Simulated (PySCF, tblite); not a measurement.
**C7H15NSi: geometry, infrared bands and NMR shifts**

Wanted: the infrared bands and NMR shifts of C7H15NSi (`CCCN[C@H]1C=CC[SiH2]1`), by calculation.

Computed with tblite 0.8.0 and PySCF 2.14.0, with density-fitted response routines of our own, on a single molecule in the gas phase. Atoms are numbered from 0 throughout.

## (1) The starting structure

24 atoms, charge 0, multiplicity 1; geometry from: force field or distance geometry start.

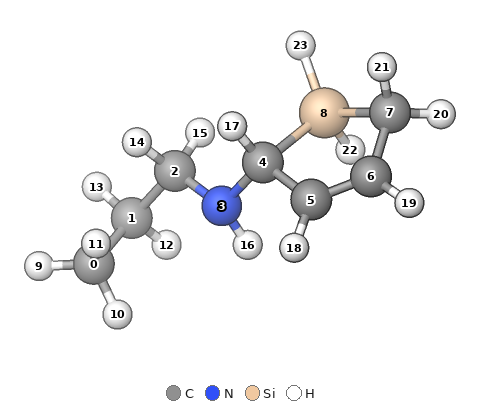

The starting geometry (carbon grey, nitrogen blue, silicon light orange, hydrogen white), atoms numbered.

## (2) Optimising the geometry with GFN2-xTB

Job settings and geometry (Å):

```
{"job": {"kind": "relax", "xc": "GFN2-xTB", "basis": "xTB"}, "charge": 0, "multiplicity": 1}
C     -3.389900    -0.475900     0.198600
C     -2.747500     0.480100    -0.766300
C     -1.349200     0.808100    -0.231400
N     -0.524000    -0.333500    -0.112200
C      0.801600    -0.050500     0.399500
C      1.645300    -1.247600     0.518600
C      2.888400    -1.190000     0.205500
C      3.449900     0.090300    -0.275700
Si     1.834000     0.891800    -0.853900
H     -4.442600    -0.136100     0.428500
H     -3.395200    -1.481100    -0.281100
H     -2.821800    -0.485700     1.143100
H     -2.606200     0.057800    -1.765000
H     -3.324400     1.426100    -0.838000
H     -1.545300     1.295200     0.769700
H     -0.862200     1.584900    -0.840900
H     -0.546600    -1.004500    -0.899500
H      0.769100     0.549500     1.326600
H      1.177200    -2.199200     0.906000
H      3.574000    -2.082300     0.299700
H      4.129700    -0.038600    -1.134600
H      3.875800     0.734300     0.503400
H      1.575500     0.497600    -2.221200
H      1.822500     2.329000    -0.638200
```

Started as:

```bash
$ OMP_NUM_THREADS=1 python probes_run.py task.json out
```

The driver reads the jobs from task.json and runs them one after another.

The log of the run:

```text
step      E/eV     max force
  0    -740.63428    3.940
  1    -740.90949    3.179
  2    -741.07661    1.061
  3    -741.17247    0.952
  4    -741.22628    0.727
  5    -741.25142    0.335
  6    -741.26571    0.234
  7    -741.27894    0.337
  8    -741.28947    0.257
  9    -741.29812    0.222
 10    -741.30466    0.169
 11    -741.30980    0.161
 12    -741.31396    0.141
 13    -741.31766    0.129
 14    -741.32083    0.109
 15    -741.32347    0.125
 16    -741.32592    0.105
 17    -741.32832    0.133
 18    -741.33049    0.120
 19    -741.33233    0.106
 20    -741.33404    0.093
 21    -741.33587    0.093
 22    -741.33787    0.112
 23    -741.34001    0.100
 24    -741.34244    0.096
 25    -741.34533    0.120
 26    -741.34845    0.120
 27    -741.35123    0.104
 28    -741.35345    0.095
 29    -741.35562    0.111
 30    -741.35821    0.147
 31    -741.36082    0.126
 32    -741.36286    0.098
 33    -741.36452    0.095
 34    -741.36642    0.103
 35    -741.36920    0.149
 36    -741.37306    0.164
 37    -741.37759    0.157
 38    -741.38253    0.147
 39    -741.38779    0.174
 40    -741.39263    0.181
 41    -741.39404    0.246
 42    -741.39927    0.160
 43    -741.40223    0.109
 44    -741.40702    0.109
 45    -741.41166    0.135
 46    -741.41678    0.144
 47    -741.42071    0.141
 48    -741.42334    0.210
 49    -741.42832    0.166
 50    -741.43243    0.130
 51    -741.43534    0.092
 52    -741.43665    0.096
 53    -741.43845    0.098
 54    -741.44017    0.105
 55    -741.44174    0.075
 56    -741.44291    0.076
 57    -741.44407    0.080
 58    -741.44553    0.089
 59    -741.44741    0.065
 60    -741.44870    0.076
 61    -741.45009    0.083
 62    -741.45115    0.068
 63    -741.45209    0.050
 64    -741.45297    0.071
 65    -741.45385    0.091
 66    -741.45465    0.088
 67    -741.45543    0.058
 68    -741.45638    0.054
 69    -741.45723    0.061
 70    -741.45817    0.068
 71    -741.45901    0.063
 72    -741.45973    0.063
 73    -741.46037    0.054
 74    -741.46095    0.040
 75    -741.46140    0.042
 76    -741.46174    0.033
 77    -741.46208    0.044
 78    -741.46244    0.037
 79    -741.46278    0.038
 80    -741.46301    0.036
 81    -741.46322    0.031
 82    -741.46342    0.027
 83    -741.46361    0.021
 84    -741.46377    0.027
 85    -741.46390    0.028
 86    -741.46401    0.019
 87    -741.46409    0.017
 88    -741.46415    0.017
 89    -741.46419    0.017
 90    -741.46423    0.014
 91    -741.46429    0.014
 92    -741.46437    0.019
 93    -741.46445    0.018
 94    -741.46453    0.019
 95    -741.46460    0.021
 96    -741.46470    0.021
 97    -741.46485    0.030
 98    -741.46506    0.035
 99    -741.46529    0.036
100    -741.46547    0.039
101    -741.46560    0.031
102    -741.46573    0.025
103    -741.46585    0.027
104    -741.46597    0.021
105    -741.46608    0.024
106    -741.46622    0.029
107    -741.46638    0.028
108    -741.46653    0.025
109    -741.46665    0.024
110    -741.46673    0.019
111    -741.46683    0.020
112    -741.46697    0.021
113    -741.46712    0.022
114    -741.46725    0.020
115    -741.46735    0.019
116    -741.46743    0.017
117    -741.46751    0.017
118    -741.46758    0.013
119    -741.46764    0.014
120    -741.46770    0.015
121    -741.46775    0.014
122    -741.46780    0.013
123    -741.46783    0.009
```

It took 3.9 s on 1 thread of Intel Xeon at 2.50GHz, shared host.

Step by step: (not every step is listed)

| step | energy from step 0 (eV) | largest force (eV/Å) |
| --- | --- | --- |
| 0 | 0.0000 | 3.9399 |
| 1 | -0.2752 | 3.1788 |
| 2 | -0.4423 | 1.0608 |
| 3 | -0.5382 | 0.9522 |
| 4 | -0.5920 | 0.7269 |
| 5 | -0.6171 | 0.3352 |
| 6 | -0.6314 | 0.2341 |
| 7 | -0.6447 | 0.3370 |
| 8 | -0.6552 | 0.2569 |
| 19 | -0.6980 | 0.1059 |
| 30 | -0.7239 | 0.1467 |
| 41 | -0.7598 | 0.2456 |
| 52 | -0.8024 | 0.0964 |
| 63 | -0.8178 | 0.0502 |
| 74 | -0.8267 | 0.0402 |
| 85 | -0.8296 | 0.0279 |
| 96 | -0.8304 | 0.0206 |
| 107 | -0.8321 | 0.0281 |
| 118 | -0.8333 | 0.0130 |
| 119 | -0.8334 | 0.0145 |
| 120 | -0.8334 | 0.0146 |
| 121 | -0.8335 | 0.0142 |
| 122 | -0.8335 | 0.0130 |
| 123 | -0.8336 | 0.0089 |

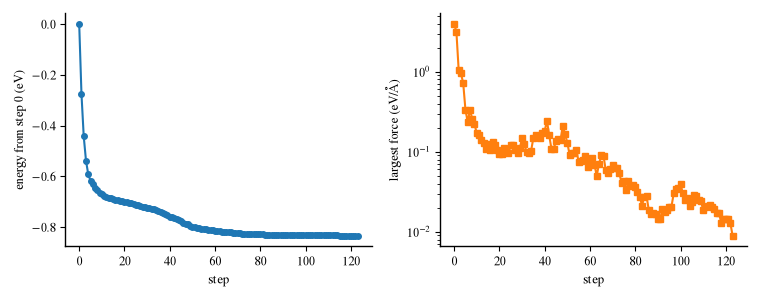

Energy and force, step by step.

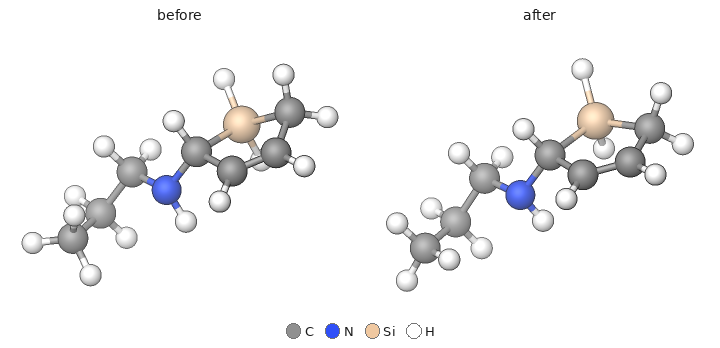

Before and after, at one scale.

Distances of close pairs at the start and the end, largest changes first:

```csv
bond,before (Å),after (Å),change (Å)
C4–Si8,1.877,1.933,+0.056
C5–H18,1.129,1.080,-0.049
C6–H19,1.129,1.081,-0.048
C0–H9,1.130,1.088,-0.042
C5–C6,1.283,1.322,+0.038
C2–H14,1.130,1.095,-0.035
C4–C5,1.469,1.504,+0.035
C2–N3,1.414,1.445,+0.031
```

The end geometry stands in the next job.

## (3) Vibrational analysis with GFN2-xTB

Job settings and geometry (Å):

```
{"job": {"kind": "ir", "xc": "GFN2-xTB", "basis": "xTB"}, "charge": 0, "multiplicity": 1}
C     -3.465898    -0.528994     0.190783
C     -2.742120     0.410051    -0.765826
C     -1.383897     0.834790    -0.213798
N     -0.505524    -0.303775    -0.072217
C      0.820446     0.047572     0.414248
C      1.627232    -1.199305     0.652268
C      2.868176    -1.260322     0.201659
C      3.435143    -0.084302    -0.537518
Si     1.961722     1.108306    -0.730117
H     -4.398931    -0.878168    -0.245482
H     -2.835534    -1.385681     0.411595
H     -3.690385    -0.018716     1.124531
H     -2.596191    -0.089274    -1.727046
H     -3.347696     1.301611    -0.941181
H     -1.514566     1.273020     0.781624
H     -0.942987     1.616940    -0.863709
H     -0.421060    -0.784946    -0.963988
H      0.659266     0.542302     1.381995
H      1.150412    -2.007644     1.185958
H      3.499283    -2.124419     0.356939
H      3.870983    -0.405699    -1.484969
H      4.252508     0.352963     0.039047
H      1.466891     1.139894    -2.111869
H      2.220990     2.463558    -0.241904
```

The log of the run:

```text
mode    cm-1     km/mol
  1      40.9      0.16
  2      59.5      0.25
  3      68.5      0.19
  4     133.8      0.59
  5     147.0      0.15
  6     199.8      0.69
  7     252.5      3.31
  8     301.5      1.32
  9     325.1      4.56
 10     394.0      2.38
 11     438.5     14.82
 12     483.1      7.16
 13     513.1     27.73
 14     547.9     14.81
 15     628.8      9.56
 16     649.6    185.42
 17     697.7     33.41
 18     727.6     43.11
 19     771.0    229.63
 20     785.8     95.10
 21     811.2      3.15
 22     818.3     25.92
 23     863.0     73.85
 24     900.7      0.79
 25     929.3      6.76
 26     947.6      5.16
 27     994.5      5.82
 28    1009.3      4.75
 29    1037.5     15.27
 30    1097.5      7.93
 31    1105.2     14.92
 32    1112.5     26.78
 33    1122.2      6.11
 34    1152.4     11.73
 35    1168.7     10.69
 36    1198.2      5.37
 37    1218.2      2.92
 38    1241.3      9.76
 39    1262.4      7.25
 40    1276.5     18.79
 41    1308.9      3.67
 42    1339.5      7.47
 43    1354.1      1.86
 44    1406.9      7.57
 45    1411.3     30.44
 46    1466.8      4.41
 47    1489.4      0.49
 48    1491.9      6.71
 49    1497.1      1.41
 50    1506.4      2.32
 51    1711.9     22.65
 52    2225.3    360.19
 53    2261.2    313.66
 54    2759.3    126.94
 55    2871.0     51.61
 56    2937.9     27.34
 57    2954.0     42.25
 58    2964.4     64.91
 59    2979.8     34.74
 60    2980.2     43.04
 61    3033.9     55.57
 62    3037.9     41.60
 63    3056.1     27.78
 64    3056.7     39.65
 65    3083.5     66.45
 66    3339.8     12.79
```

It took 4.4 s on 1 thread of Intel Xeon at 2.50GHz, shared host.

The strongest bands and the atoms that carry them (share of the mass-weighted mode):

```
cm⁻¹  km/mol               atoms
 650   185.4  H22 53 %, H23 27 %
 771   229.6  H23 45 %, H22 44 %
 786    95.1   C7 27 %, Si8 13 %
 863    73.8            H16 42 %
2225   360.2            H22 96 %
2261   313.7            H23 96 %
2759   126.9            H15 93 %
3084    66.5            H18 83 %
```

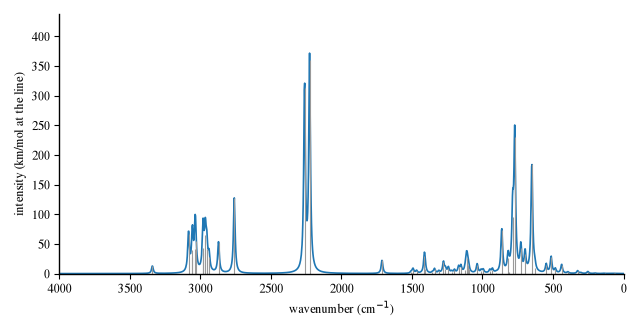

The infrared spectrum from these modes, unscaled. Lines are broadened to a width of 14 cm⁻¹ (Lorentzian).

## (4) NMR shieldings: PBE0/pcSseg-1

Same as in step 3 but for these lines:

```diff
@@ -1,2 +1,2 @@
-{"job": {"kind": "ir", "xc": "GFN2-xTB", "basis": "xTB"}, "charge": 0, "multiplicity": 1}
+{"job": {"kind": "nmr", "xc": "PBE0", "basis": "pcSseg-1"}, "charge": 0, "multiplicity": 1}
 C     -3.465898    -0.528994     0.190783
```

With the program's defaults for keys left out, this is: GIAO PBE0/pcSseg-1 NMR shielding, non-relativistic, gas phase.

The log of the run:

```text
coarse grid: 19592 points
cycle   1  E = -619.2948490310  dE =  9.747e-01  |g| = 4.991e-01  |ddm| = 4.300e+00
cycle   2  E = -619.2753809570  dE =  1.947e-02  |g| = 5.778e-01  |ddm| = 1.076e+00
cycle   3  E = -619.3619553038  dE = -8.657e-02  |g| = 5.490e-02  |ddm| = 6.487e-01
cycle   4  E = -619.3624170813  dE = -4.618e-04  |g| = 3.266e-02  |ddm| = 8.551e-02
cycle   5  E = -619.3626460873  dE = -2.290e-04  |g| = 8.628e-03  |ddm| = 3.691e-02
cycle   6  E = -619.3626615041  dE = -1.542e-05  |g| = 3.604e-03  |ddm| = 1.035e-02
cycle   7  E = -619.3626646866  dE = -3.182e-06  |g| = 4.925e-04  |ddm| = 3.130e-03
final grid: 181960 points
cycle   8  E = -619.4154370969  dE = -4.925e-05  |g| = 9.565e-03  |ddm| = 3.628e-02
cycle   9  E = -619.4154273017  dE =  9.795e-06  |g| = 1.137e-02  |ddm| = 2.038e-02
cycle  10  E = -619.4154613197  dE = -3.402e-05  |g| = 8.310e-04  |ddm| = 1.169e-02
cycle  11  E = -619.4154614495  dE = -1.298e-07  |g| = 3.959e-04  |ddm| = 1.206e-03
cycle  12  E = -619.4154614851  dE = -3.562e-08  |g| = 8.611e-05  |ddm| = 3.898e-04
cycle  13  E = -619.4154614866  dE = -1.498e-09  |g| = 3.922e-05  |ddm| = 1.008e-04
cycle  14  E = -619.4154614870  dE = -3.686e-10  |g| = 5.535e-06  |ddm| = 3.569e-05
converged SCF energy = -619.4154614870

GIAO shielding tensors (ppm)
atom      isotropic    diamagn.    paramagn.     s11        s22        s33       span
  0 C      172.140     245.764     -73.624    157.497    172.021    186.900     29.403
  1 C      158.277     247.903     -89.627    151.596    153.482    169.753     18.157
  2 C      129.865     247.672    -117.807    109.766    126.369    153.461     43.695
  3 N      196.025     322.511    -126.486    148.317    201.520    238.238     89.921
  4 C      126.498     247.332    -120.834     96.370    127.211    155.912     59.542
  5 C       41.186     253.029    -211.843    -65.534     61.701    127.391    192.925
  6 C       49.864     256.849    -206.985    -59.570     62.576    146.586    206.155
  7 C      170.904     255.750     -84.846    155.503    161.177    196.032     40.529
  8 Si     383.236     881.308    -498.072    345.688    378.320    425.701     80.013
  9 H       30.700      26.635       4.065     26.098     27.892     38.109     12.011
 10 H       29.757      30.781      -1.023     23.836     31.045     34.392     10.556
 11 H       30.943      28.912       2.032     27.014     28.588     37.229     10.215
 12 H       30.428      31.715      -1.287     26.052     29.853     35.378      9.326
 13 H       30.043      29.433       0.609     24.910     28.686     36.531     11.621
 14 H       29.280      33.311      -4.031     25.637     28.741     33.462      7.825
 15 H       28.745      32.863      -4.118     23.699     29.684     32.851      9.152
 16 H       32.342      37.503      -5.162     24.584     34.583     37.859     13.275
 17 H       28.139      32.467      -4.328     24.391     28.391     31.634      7.242
 18 H       25.373      32.289      -6.915     22.984     25.701     27.435      4.451
 19 H       25.644      30.758      -5.113     23.057     26.087     27.789      4.733
 20 H       29.855      29.618       0.237     25.403     27.111     37.050     11.647
 21 H       29.964      28.858       1.106     25.439     27.142     37.310     11.871
 22 H       27.727      30.788      -3.061     23.711     27.090     32.381      8.670
 23 H       27.135      29.946      -2.810     23.442     25.262     32.702      9.260
```

Wall time 3.2 min (1 thread of Intel Xeon at 2.50GHz, shared host); peak memory 1.1 GiB.

Shifts follow as δ = σ(reference) − σ, with reference shieldings (ppm) from runs at the same level and on the same kind of geometry: 1H TMS 31.72, 13C TMS 186.9, 29Si TMS 349.2, 15N NH3 267.7. The references are single molecules in the gas phase, so shifts against H2O, NH3, PH3, H3PO4 or CFCl3 are not on the usual liquid scales and can be off by tens of ppm. Atoms listed in one row are averaged.

| atoms | environment | σ (ppm) | δ (ppm) | δ scaled to CDCl3 |
| --- | --- | --- | --- | --- |
| C5 | alkene CH | 41.2 | 145.7 | 140.3 |
| C6 | alkene CH | 49.9 | 137.1 | 131.9 |
| C4 | allylic sp3 CH bonded to N and Si | 126.5 | 60.4 | 57.1 |
| C2 | sp3 CH2 bonded to N | 129.9 | 57.1 | 53.8 |
| C1 | sp3 CH2 | 158.3 | 28.6 | 26.0 |
| C7 | allylic sp3 CH2 bonded to Si | 170.9 | 16.0 | 13.7 |
| C0 | methyl carbon | 172.1 | 14.8 | 12.5 |
| H18 | hydrogen on an alkene CH | 25.37 | 6.34 | 6.09 |
| H19 | hydrogen on an alkene CH | 25.64 | 6.07 | 5.83 |
| H23 | hydrogen on a silicon bonded to 2 C, in a 5-membered ring | 27.14 | 4.58 | – |
| H22 | hydrogen on a silicon bonded to 2 C, in a 5-membered ring | 27.73 | 3.99 | – |
| H17 | hydrogen on an allylic sp3 CH bonded to N and Si | 28.14 | 3.58 | 3.48 |
| H15 | hydrogen on an sp3 CH2 bonded to N | 28.74 | 2.97 | 2.91 |
| H14 | hydrogen on an sp3 CH2 bonded to N | 29.28 | 2.44 | 2.40 |
| H20 | hydrogen on an allylic sp3 CH2 bonded to Si | 29.85 | 1.86 | 1.86 |
| H21 | hydrogen on an allylic sp3 CH2 bonded to Si | 29.96 | 1.75 | 1.76 |
| H13 | hydrogen on an sp3 CH2 | 30.04 | 1.67 | 1.68 |
| H12 | hydrogen on an sp3 CH2 | 30.43 | 1.29 | 1.32 |
| H9, H10, H11 | hydrogen on a methyl carbon | 30.47 | 1.25 | 1.28 |
| H16 | hydrogen on an amine nitrogen | 32.34 | -0.62 | – |
| N3 | amine nitrogen | 196.0 | 71.7 | – |
| Si8 | silicon bonded to 2 C, 2 H, in a 5-membered ring | 383.2 | -34.1 | – |

The scaled column applies a straight-line fit of computed shieldings to shifts measured in CDCl3 (root-mean-square error 0.16 ppm for H, 1.9 ppm for C).

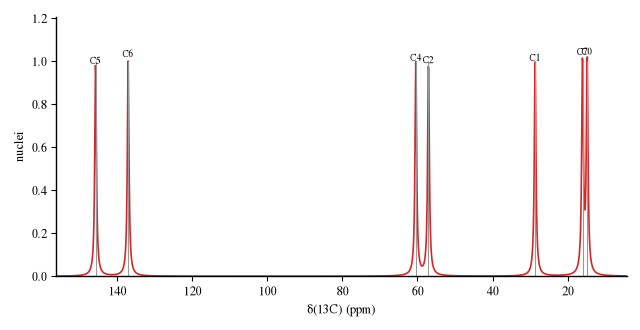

13C lines at the computed shifts, without couplings. Lines are broadened to a width of 0.52 ppm (Lorentzian).

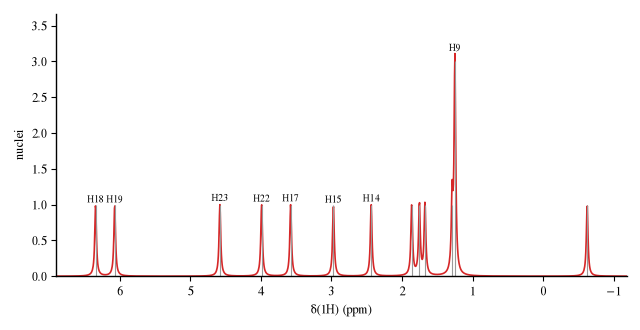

1H lines at the computed shifts, without couplings. Lines are broadened to a width of 0.03 ppm (Lorentzian).

The run also stored atomic charges by several schemes (e):

```csv
atoms,Mulliken,IAO,Hirshfeld,ESP fit
C0,-0.27,-0.42,-0.12,-0.20
C1,-0.26,-0.25,-0.07,0.12
C2,-0.06,-0.14,-0.03,0.02
N3,-0.49,-0.41,-0.15,-0.60
C4,-0.28,-0.27,-0.07,0.14
C5,-0.09,-0.16,-0.06,-0.39
C6,-0.15,-0.15,-0.05,-0.05
C7,-0.49,-0.55,-0.16,-0.22
Si8,0.66,0.69,0.33,0.28
```

Mulliken charges:

C0 -0.27; C1 -0.26; C2 -0.06; N3 -0.49; C4 -0.28; C5 -0.09; C6 -0.15; C7 -0.49; Si8 0.66; H9 0.11; H10 0.12; H11 0.10; H12 0.11; H13 0.12; H14 0.11; H15 0.11; H16 0.18; H17 0.15; H18 0.09; H19 0.09; H20 0.15; H21 0.15; H22 -0.08; H23 -0.08

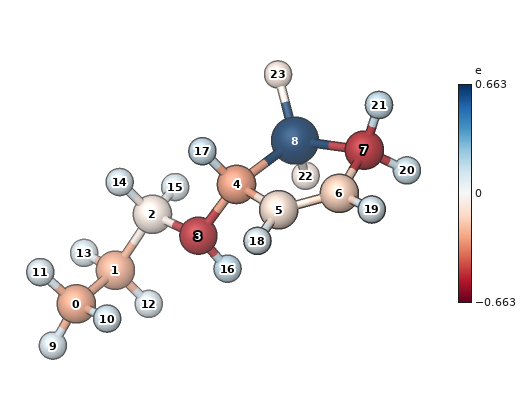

Mulliken charges, as colours on the atoms.

Mayer bond orders: C0–C1 1.05, C1–C2 1.05, C2–N3 0.96, N3–C4 0.93, C4–C5 1.02, C5–C6 1.89, C6–C7 1.04, C7–Si8 0.91, Si8–C4 0.86.

Ring of atoms C4, C5, C6, C7, Si8: NICS(0) -1.9, NICS(1) -3.0, NICS(1)zz -1.4 ppm (means of both faces).

The fields below are evaluated on a grid from the run's orbitals.

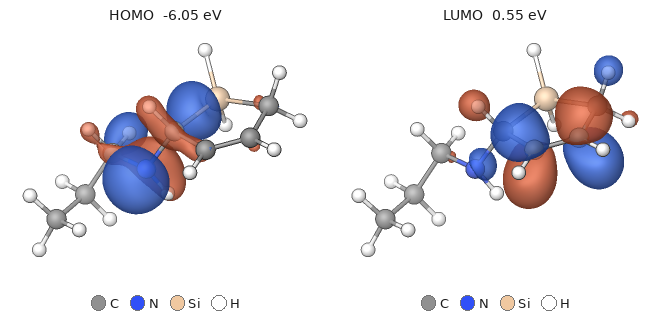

Frontier orbitals at PBE0/pcSseg-1; each surface holds 70 % of the orbital's density, blue and red mark the sign.

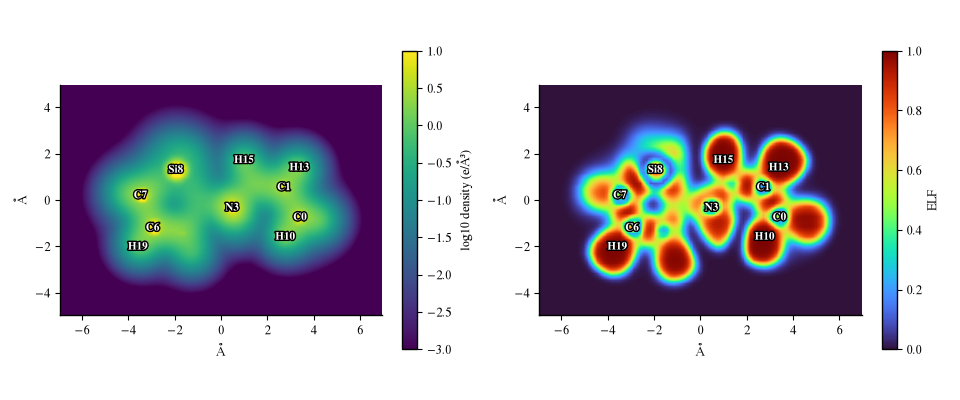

Density (left) and ELF (right) in a plane through or near 10 of the atoms.

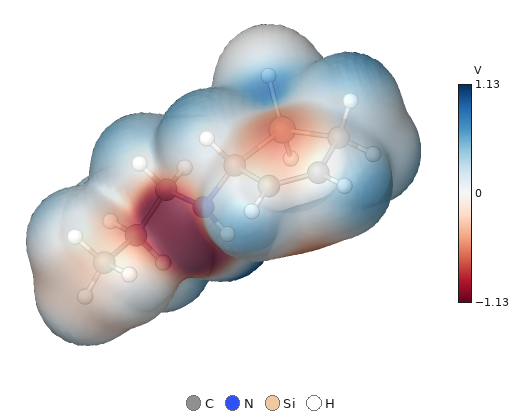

The potential that a unit positive charge feels on the 0.002 e/bohr³ surface, from -1.13 V near N3 to 1.02 V near H16.

## (5) What came out

```
                                                              quantity                                                                              value
                             strongest single infrared mode (GFN2-xTB)                                                              2225 cm⁻¹, 360 km/mol
                                          zero-point energy (GFN2-xTB)                                                                     127.2 kcal/mol
                                13C shifts against TMS (PBE0/pcSseg-1)                                     145.7, 137.1, 60.4, 57.1, 28.6, 16.0, 14.8 ppm
1H shifts against TMS (PBE0/pcSseg-1, means over atoms taken as alike)  6.34, 6.07, 4.58, 3.99, 3.58, 2.97, 2.44, 1.86, 1.75, 1.67, 1.29, 1.25, -0.62 ppm
                                15N shifts against NH3 (PBE0/pcSseg-1)                                                                           71.7 ppm
                               29Si shifts against TMS (PBE0/pcSseg-1)                                                                          -34.1 ppm
                                 surface potential, least and greatest                                                                 -1.13 V and 1.02 V
```

The optimisation took 123 steps and gained 0.834 eV; among the close pairs (by a distance rule), C4–Si8 changed most, from 1.877 to 1.933 Å. All 66 modes are real, so the xTB geometry is a minimum. The strongest single mode, at 2225 cm⁻¹, moves mainly H22. GFN2-xTB is a fitted tight-binding method: band positions and strengths are rough. Its intensities can rank the bands wrongly. At PBE0/pcSseg-1: The largest span, 206 ppm, is at C6, where the paramagnetic term is -207 ppm.
